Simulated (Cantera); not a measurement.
Input: 1 mol SF6, 1.5 mol H2, 7 mol O2, equilibrated at 1 atm.

Method: chemical equilibrium by Gibbs-energy minimisation in Cantera with the NASA 1993 tables (ideal gas, pure condensed phases). Candidate condensed phases: H2O, H2SO4, S; 43 gas species. The tables' values for SOF2, SF3 are old estimates; treat these amounts as uncertain. Rates play no part.

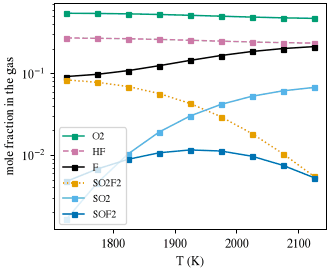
Equilibrium gas composition (values under 1e-9 drawn at 1e-9)

From 1725 K to 2125 K nothing is condensed.
